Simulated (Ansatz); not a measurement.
Level of theory: PBE (plane waves to 420 eV, PAW; Ansatz, a program for electronic structure).

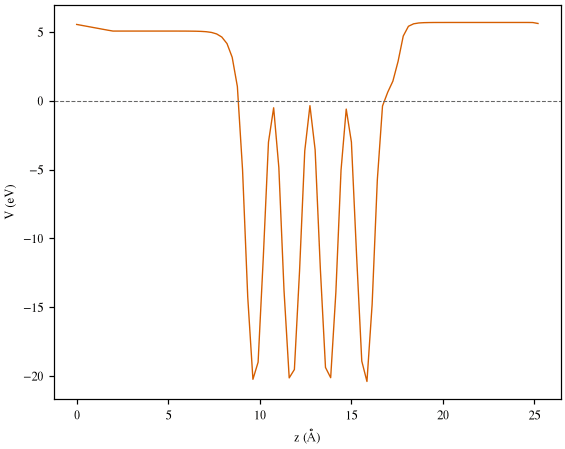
Figure: Electrostatic potential energy of an electron, averaged over planes parallel to the surface, in eV from the Fermi level, for F on the 1x1 (111) surface of fcc Ni, ferromagnetic, one in a 2x2 cell, started at the site 'bridge Ni-Ni (span 2.5 Å)'

Set-up: 17 atoms, 6.0 Å thick at the start under the adsorbate (thin: gaps and levels are the slab's own); mesh 7x7x1; 0.1 eV smearing; dipole correction on; 8 atoms held, the rest relaxed; symmetry of the start imposed; spin-polarised, no spin-orbit, no U, no dispersion correction. At the end it is bonded to 3 Ni. In PBE it is, or lies within 0.03 eV of, the lowest of the starts that converged.

The vacuum level lies 5.69 eV above the Fermi level over the top face and 5.07 eV above it under the bottom face.
